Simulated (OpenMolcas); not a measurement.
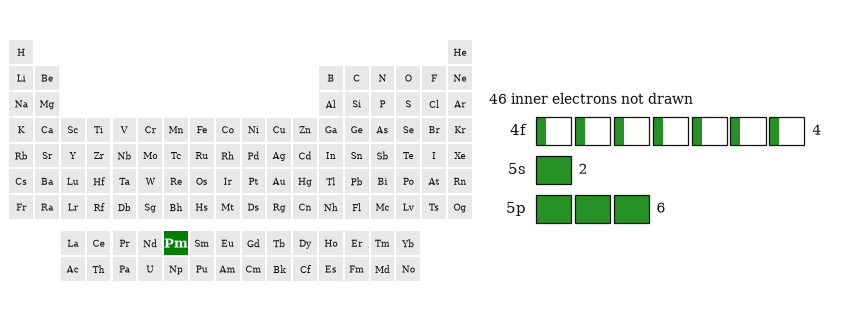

Left, the place of promethium in the periodic table; right, the outer shells of the leading configuration of the lowest level: a box for each of the 2l + 1 orbitals, shaded by the share of the shell that is filled, with the electron count at the right.

**Pm³⁺ complex: multiconfigurational calculation (part 1 of 2)**

- system: Pm³⁺ with 8 ligands (F; cube, 2.44 Å), embedded in SrF2 by model potentials and point charges, whose field is part of the energies.
- method: state-averaged CASSCF, active space 4 electrons in the shell 4f, basis ANO-RCC-VDZP on the metal and ANO-RCC-VDZP on the ligands, DKH2 scalar Hamiltonian, spin-orbit coupling by RASSI with atomic mean-field integrals (OpenMolcas)

### Log (extracts)
```
--- SEWARD ---
Basis set label: PM.ANO-RCC...7S6P4D2F1G.

      Electronic valence basis set:
      ------------------
      Associated Effective Charge  61.000000 au
      Associated Actual Charge     61.000000 au
      Nuclear Model: Point charge

      Shell  nPrim  nBasis  Cartesian Spherical Contaminant
         s      25       7        X
         p      22       6        X
         d      15       4                 X
         f      11       2                 X
         g       4       1                 X
                  Relativistic Douglas-Kroll-Hess integrals:
                    - DKH order of Hamiltonian: 2
                    - DKH order of Properties : 0
                  Atomic mean-field integrals
--- RASSCF ---
Wave function specifications:
      -----------------------------

      Number of closed shell electrons         134
      Number of electrons in active shells       4
      Max number of holes in RAS1 space          0
      Max nr of electrons in RAS3 space          0
      Number of inactive orbitals               67
      Number of active orbitals                  7
      Number of secondary orbitals             106
      Spin quantum number                      2.0
      State symmetry                             1
Orbital specifications:
      -----------------------

      Symmetry species                           1   2
                                                ag  au
      Frozen orbitals                            0   0
      Inactive orbitals                         35  32
      Active orbitals                            0   7
      RAS1 orbitals                              0   0
      RAS2 orbitals                              0   7
      RAS3 orbitals                              0   0
      Secondary orbitals                        57  49
      Deleted orbitals                           0   0
      Number of basis functions                 92  88
      Number of CSFs                            35
      Number of root(s) required                35
      Iter CI   SX   CI       RASSCF       Energy    max ROT     max BLB   max BLB  Level Ln srch  Step   QN
          iter iter root      energy       change     param      element    value   shift minimum  type update
 Nr of preliminary CI iterations:   1
      Total energies have been shifted. Add               -10000.00 au
        1   1    9    0  -809.85249418    0.00E+00  -5.88E-02   14  53 2 -3.13E-01*  0.88   0.00    SX    NO
        2   1    9    0  -810.69503562   -8.43E-01*  1.87E-02   15  50 1  5.44E-02*  0.51   0.00    SX    NO
        3   1    9    0  -810.77877311   -8.37E-02* -7.23E-03   17  57 1  3.02E-02*  0.56   0.00    SX    NO
        4   1    9    0  -810.79228299   -1.35E-02*  3.69E-03   30  36 1 -1.09E-02*  0.58   0.00    SX    NO
        5   1    8    0  -810.79532427   -3.04E-03*  3.30E-03   30  36 1 -5.01E-03*  0.58   1.94    LS   YES
        6   1    8    0  -810.79625590   -9.32E-04* -8.36E-04   13  39 1  3.61E-03*  0.59   1.05    QN   YES
        7   1    7    0  -810.79642099   -1.65E-04* -4.09E-04   12  49 2 -1.45E-03*  0.59   1.07    QN   YES
        8   1    7    0  -810.79644454   -2.36E-05* -2.16E-04   14  53 2 -4.55E-04*  0.59   1.53    LS   YES
        9   1    7    0  -810.79644772   -3.18E-06* -1.47E-04   12  52 2 -6.65E-04*  0.59   0.99    QN   YES
       10   1    6    0  -810.79644974   -2.02E-06* -8.83E-05   11  37 1 -2.43E-04*  0.59   1.22    QN   YES
       11   1    5    0  -810.79645022   -4.81E-07* -2.05E-05   12  49 2  4.14E-05   0.59   1.14    QN   YES
       12   1    5    0  -810.79645026   -3.38E-08* -5.67E-06   10  50 2  1.50E-05   0.59   1.17    QN   YES
       13   1    4    0  -810.79645026   -5.29E-09  -2.00E-06   15  50 1 -3.59E-06   0.59   1.05    QN   YES
      Convergence after 13 iterations
       14   1    4    0  -810.79645026   -6.37E-10  -2.00E-06   12  49 2 -1.44E-06   0.59   1.05    QN   YES
      Natural orbitals and occupation numbers for root  1
      sym 2:   0.219585   0.080756   0.993251   0.273367   0.726923   0.786798   0.919320
      Natural orbitals and occupation numbers for root  2
      sym 2:   0.796472   0.123171   0.191407   0.892473   0.205183   0.982707   0.808587
      Natural orbitals and occupation numbers for root  3
      sym 2:   0.276007   0.079351   0.995772   0.724178   0.219961   0.783982   0.920749
::    RASSCF root number  1 Total energy: -10810.86695478
::    RASSCF root number  2 Total energy: -10810.86695478
::    RASSCF root number  3 Total energy: -10810.86695478
::    RASSCF root number  4 Total energy: -10810.86640046
::    RASSCF root number  5 Total energy: -10810.86640046
::    RASSCF root number  6 Total energy: -10810.86443759
::    RASSCF root number  7 Total energy: -10810.86443759
::    RASSCF root number  8 Total energy: -10810.86443759
::    RASSCF root number  9 Total energy: -10810.86414528
::    RASSCF root number 10 Total energy: -10810.86399931
::    RASSCF root number 11 Total energy: -10810.86399931
::    RASSCF root number 12 Total energy: -10810.86399931
::    RASSCF root number 13 Total energy: -10810.86319377
::    RASSCF root number 14 Total energy: -10810.79683996
::    RASSCF root number 15 Total energy: -10810.79683996
::    RASSCF root number 16 Total energy: -10810.79683996
::    RASSCF root number 17 Total energy: -10810.79672179
::    RASSCF root number 18 Total energy: -10810.79672179
::    RASSCF root number 19 Total energy: -10810.79672179
::    RASSCF root number 20 Total energy: -10810.79652017
::    RASSCF root number 21 Total energy: -10810.79441228
::    RASSCF root number 22 Total energy: -10810.75887293
::    RASSCF root number 23 Total energy: -10810.75887293
::    RASSCF root number 24 Total energy: -10810.75887293
::    RASSCF root number 25 Total energy: -10810.75703966
::    RASSCF root number 26 Total energy: -10810.75642023
::    RASSCF root number 27 Total energy: -10810.75642023
::    RASSCF root number 28 Total energy: -10810.75642023
::    RASSCF root number 29 Total energy: -10810.75597913
::    RASSCF root number 30 Total energy: -10810.75597913
--- RASSCF ---
Wave function specifications:
      -----------------------------

      Number of closed shell electrons         134
      Number of electrons in active shells       4
      Max number of holes in RAS1 space          0
      Max nr of electrons in RAS3 space          0
      Number of inactive orbitals               67
      Number of active orbitals                  7
      Number of secondary orbitals             106
      Spin quantum number                      1.0
      State symmetry                             1
Orbital specifications:
      -----------------------

      Symmetry species                           1   2
                                                ag  au
      Frozen orbitals                            0   0
      Inactive orbitals                         35  32
      Active orbitals                            0   7
      RAS1 orbitals                              0   0
      RAS2 orbitals                              0   7
      RAS3 orbitals                              0   0
      Secondary orbitals                        57  49
      Deleted orbitals                           0   0
      Number of basis functions                 92  88
      Number of CSFs                           210
      Number of root(s) required               162
      Iter CI   SX   CI       RASSCF       Energy    max ROT     max BLB   max BLB  Level Ln srch  Step   QN
          iter iter root      energy       change     param      element    value   shift minimum  type update
 Nr of preliminary CI iterations:   1
        1   1    0    0-10810.70307958    0.00E+00   0.00E+00   39  46 2 -7.85E-03*  0.00   0.00    SX    NO
      Natural orbitals and occupation numbers for root  1
      sym 2:   0.616230   0.521821   0.547193   0.534523   0.569218   0.597410   0.613604
      Natural orbitals and occupation numbers for root  2
      sym 2:   0.609347   0.537515   0.522979   0.539831   0.579786   0.620060   0.590482
      Natural orbitals and occupation numbers for root  3
      sym 2:   0.548686   0.521644   0.613038   0.567397   0.534176   0.598990   0.616068
::    RASSCF root number  1 Total energy: -10810.78349660
::    RASSCF root number  2 Total energy: -10810.78349660
::    RASSCF root number  3 Total energy: -10810.78349660
::    RASSCF root number  4 Total energy: -10810.78344778
::    RASSCF root number  5 Total energy: -10810.78344778
::    RASSCF root number  6 Total energy: -10810.78344744
::    RASSCF root number  7 Total energy: -10810.78344744
::    RASSCF root number  8 Total energy: -10810.78344744
::    RASSCF root number  9 Total energy: -10810.78343789
::    RASSCF root number 10 Total energy: -10810.78320678
::    RASSCF root number 11 Total energy: -10810.78320678
::    RASSCF root number 12 Total energy: -10810.78320678
::    RASSCF root number 13 Total energy: -10810.78303540
::    RASSCF root number 14 Total energy: -10810.78303540
::    RASSCF root number 15 Total energy: -10810.78303540
::    RASSCF root number 16 Total energy: -10810.76174067
::    RASSCF root number 17 Total energy: -10810.76174067
::    RASSCF root number 18 Total energy: -10810.76174067
::    RASSCF root number 19 Total energy: -10810.76054807
::    RASSCF root number 20 Total energy: -10810.76054807
::    RASSCF root number 21 Total energy: -10810.76054807
::    RASSCF root number 22 Total energy: -10810.76011809
::    RASSCF root number 23 Total energy: -10810.76011809
::    RASSCF root number 24 Total energy: -10810.75947812
::    RASSCF root number 25 Total energy: -10810.75947812
::    RASSCF root number 26 Total energy: -10810.75947812
::    RASSCF root number 27 Total energy: -10810.75382572
::    RASSCF root number 28 Total energy: -10810.75246546
::    RASSCF root number 29 Total energy: -10810.75246546
::    RASSCF root number 30 Total energy: -10810.75246546
--- RASSCF ---
Wave function specifications:
      -----------------------------

      Number of closed shell electrons         134
      Number of electrons in active shells       4
      Max number of holes in RAS1 space          0
      Max nr of electrons in RAS3 space          0
      Number of inactive orbitals               67
      Number of active orbitals                  7
      Number of secondary orbitals             106
      Spin quantum number                      0.0
      State symmetry                             1
Orbital specifications:
      -----------------------

      Symmetry species                           1   2
                                                ag  au
      Frozen orbitals                            0   0
      Inactive orbitals                         35  32
      Active orbitals                            0   7
      RAS1 orbitals                              0   0
      RAS2 orbitals                              0   7
      RAS3 orbitals                              0   0
      Secondary orbitals                        57  49
      Deleted orbitals                           0   0
      Number of basis functions                 92  88
      Number of CSFs                           196
      Number of root(s) required               162
      Iter CI   SX   CI       RASSCF       Energy    max ROT     max BLB   max BLB  Level Ln srch  Step   QN
          iter iter root      energy       change     param      element    value   shift minimum  type update
 Nr of preliminary CI iterations:   1
        1   1    0    0-10810.63382965    0.00E+00   0.00E+00   39  46 2 -1.35E-02*  0.00   0.00    SX    NO
      Natural orbitals and occupation numbers for root  1
      sym 2:   0.708453   0.244497   0.261760   0.467815   0.603090   0.891669   0.822717
      Natural orbitals and occupation numbers for root  2
      sym 2:   0.906647   0.261760   0.632564   0.273890   0.792651   0.723512   0.408976
      Natural orbitals and occupation numbers for root  3
      sym 2:   0.859490   0.189341   0.291410   0.743386   0.565972   0.836149   0.514252
::    RASSCF root number  1 Total energy: -10810.73455781
::    RASSCF root number  2 Total energy: -10810.73455781
::    RASSCF root number  3 Total energy: -10810.73450320
::    RASSCF root number  4 Total energy: -10810.73450320
::    RASSCF root number  5 Total energy: -10810.73450320
::    RASSCF root number  6 Total energy: -10810.73345248
::    RASSCF root number  7 Total energy: -10810.73345248
::    RASSCF root number  8 Total energy: -10810.73345248
::    RASSCF root number  9 Total energy: -10810.73314751
::    RASSCF root number 10 Total energy: -10810.73281227
::    RASSCF root number 11 Total energy: -10810.73281227
::    RASSCF root number 12 Total energy: -10810.73281227
::    RASSCF root number 13 Total energy: -10810.73253024
::    RASSCF root number 14 Total energy: -10810.73253024
::    RASSCF root number 15 Total energy: -10810.73188883
::    RASSCF root number 16 Total energy: -10810.73188883
::    RASSCF root number 17 Total energy: -10810.73188883
::    RASSCF root number 18 Total energy: -10810.71840835
::    RASSCF root number 19 Total energy: -10810.71840835
::    RASSCF root number 20 Total energy: -10810.71840835
::    RASSCF root number 21 Total energy: -10810.71827665
::    RASSCF root number 22 Total energy: -10810.71827665
::    RASSCF root number 23 Total energy: -10810.70798274
::    RASSCF root number 24 Total energy: -10810.70773792
::    RASSCF root number 25 Total energy: -10810.70773792
::    RASSCF root number 26 Total energy: -10810.70773792
::    RASSCF root number 27 Total energy: -10810.70758899
::    RASSCF root number 28 Total energy: -10810.70758899
::    RASSCF root number 29 Total energy: -10810.70476711
::    RASSCF root number 30 Total energy: -10810.70476711
--- RASSI ---
SPIN-FREE ENERGIES:
  (Shifted by EMIN (a.u.) =     -10810.8669547771)

 SF State       Relative EMIN(au)   Rel lowest level(eV)    D:o, cm**(-1)

     1             0.0000000000        0.0000000000              0.0000
     2             0.0000000000        0.0000000000              0.0000
     3             0.0000000000        0.0000000000              0.0000
     4             0.0005543156        0.0150836954            121.6582
     5             0.0005543156        0.0150836954            121.6582
     6             0.0025171898        0.0684962247            552.4593
     7             0.0025171898        0.0684962247            552.4593
     8             0.0025171898        0.0684962247            552.4593
     9             0.0028094939        0.0764502242            616.6126
    10             0.0029554695        0.0804224226            648.6506
    11             0.0029554695        0.0804224226            648.6506
    12             0.0029554695        0.0804224226            648.6506
    13             0.0037610082        0.1023422472            825.4459
    14             0.0701148183        1.9079214028          15388.4239
    15             0.0701148183        1.9079214028          15388.4239
    16             0.0701148183        1.9079214028          15388.4239
    17             0.0702329910        1.9111370455          15414.3598
    18             0.0702329910        1.9111370455          15414.3598
    19             0.0702329910        1.9111370455          15414.3598
    20             0.0704346027        1.9166231804          15458.6085
    21             0.0725424938        1.9739818187          15921.2371
    34             0.0834582234        2.2710139524          18316.9628
    35             0.0834582234        2.2710139524          18316.9628
    36             0.0834582234        2.2710139524          18316.9628
    37             0.0835070474        2.2723425209          18327.6784
    38             0.0835070474        2.2723425209          18327.6784
    39             0.0835073882        2.2723517939          18327.7532
    40             0.0835073882        2.2723517939          18327.7532
    41             0.0835073882        2.2723517939          18327.7532
    42             0.0835169343        2.2726115574          18329.8484
    43             0.0837480486        2.2789004980          18380.5721
    44             0.0837480486        2.2789004980          18380.5721
    45             0.0837480486        2.2789004980          18380.5721
    46             0.0839194248        2.2835638808          18418.1848
    47             0.0839194248        2.2835638808          18418.1848
    48             0.0839194248        2.2835638808          18418.1848
    49             0.1052141590        2.8630231201          23091.8388
    50             0.1052141590        2.8630231201          23091.8388
    51             0.1052141590        2.8630231201          23091.8388
    52             0.1064067562        2.8954753426          23353.5836
Eigenvalues of complex Hamiltonian:
   -----------------------------------
  (Shifted by EMIN (a.u.) =     -10810.8669547771)

 SO State       Relative EMIN(au)   Rel lowest level(eV)    D:o, cm**(-1)

     1            -0.0193231131        0.0000000000              0.0000
     2            -0.0183176779        0.0273592863            220.6675
     3            -0.0183176779        0.0273592861            220.6675
     4            -0.0183176779        0.0273592862            220.6675
     5            -0.0176403698        0.0457897771            369.3195
     6            -0.0176403698        0.0457897770            369.3195
     7            -0.0176403698        0.0457897772            369.3195
     8            -0.0172399533        0.0566856668            457.2007
     9            -0.0172399533        0.0566856668            457.2007
    10            -0.0111164650        0.2233142711           1801.1511
    11            -0.0111164650        0.2233142712           1801.1511
    12            -0.0111164650        0.2233142712           1801.1511
    13            -0.0105991669        0.2373906685           1914.6849
    14            -0.0105991669        0.2373906684           1914.6849
    15            -0.0105991669        0.2373906684           1914.6849
    16            -0.0105644454        0.2383354891           1922.3054
    17            -0.0105644454        0.2383354891           1922.3054
    18            -0.0104858473        0.2404742516           1939.5556
    19            -0.0104858473        0.2404742515           1939.5556
    20            -0.0104858473        0.2404742518           1939.5556
    21            -0.0033394221        0.4349383891           3508.0147
    22            -0.0030760116        0.4421061542           3565.8266
    23            -0.0030760116        0.4421061543           3565.8266
    24            -0.0030760116        0.4421061542           3565.8266
    25            -0.0027407437        0.4512292589           3639.4094
    26            -0.0027407437        0.4512292589           3639.4094
    27            -0.0027206885        0.4517749877           3643.8110
    28            -0.0027206885        0.4517749879           3643.8110
    29            -0.0027206885        0.4517749881           3643.8110
    30            -0.0026156261        0.4546338824           3666.8696
    31            -0.0025195917        0.4572471112           3687.9467
    32            -0.0025195917        0.4572471111           3687.9467
    33            -0.0025195917        0.4572471111           3687.9467
    34             0.0054473020        0.6740373325           5436.4777
    35             0.0054473020        0.6740373326           5436.4777
    36             0.0054473020        0.6740373325           5436.4777
    37             0.0055372044        0.6764837008           5456.2090
    38             0.0055372044        0.6764837007           5456.2090
    39             0.0055372044        0.6764837006           5456.2090
    40             0.0056006897        0.6782112243           5470.1424
    41             0.0057312134        0.6817629558           5498.7891
Weights of the five most important spin-orbit-free states for each spin-orbit state.

 SO State  Total energy (au)           Spin-free states, spin, and weights
 -------------------------------------------------------------------------------------------------------
    1        -0.019323       4 2.0  0.1996    5 2.0  0.1996    1 2.0  0.1829    2 2.0  0.1829    3 2.0  0.1829
    2        -0.018318       3 2.0  0.2402    4 2.0  0.1583    5 2.0  0.1169    2 2.0  0.1100   10 2.0  0.0966
    3        -0.018318       1 2.0  0.2483    4 2.0  0.1911   12 2.0  0.1037    2 2.0  0.0928    5 2.0  0.0841
    4        -0.018318       5 2.0  0.2118    2 2.0  0.1955    1 2.0  0.1018    3 2.0  0.1010   11 2.0  0.0725
    5        -0.017640       8 2.0  0.1974    7 2.0  0.1530    9 2.0  0.1354    2 2.0  0.1323    3 2.0  0.0788
    6        -0.017640       7 2.0  0.2011    6 2.0  0.1903    9 2.0  0.1354    3 2.0  0.1086    2 2.0  0.0919
    7        -0.017640       8 2.0  0.1940    6 2.0  0.1602    9 2.0  0.1354    1 2.0  0.1226    3 2.0  0.1016
    8        -0.017240      12 2.0  0.1493   10 2.0  0.1438   13 2.0  0.1380    5 2.0  0.0967    4 2.0  0.0967
    9        -0.017240      11 2.0  0.1868   13 2.0  0.1380    5 2.0  0.0967    4 2.0  0.0967    7 2.0  0.0963
   10        -0.011116       5 2.0  0.1689    4 2.0  0.1457    3 2.0  0.0911    9 2.0  0.0897    8 2.0  0.0838
   11        -0.011116       5 2.0  0.2007    7 2.0  0.1199    4 2.0  0.1139    9 2.0  0.0897    1 2.0  0.0864
   12        -0.011116       4 2.0  0.2123    6 2.0  0.1196    5 2.0  0.1023    9 2.0  0.0897    1 2.0  0.0826
```

(Continued in part 2.) Outcome of the run: converged.
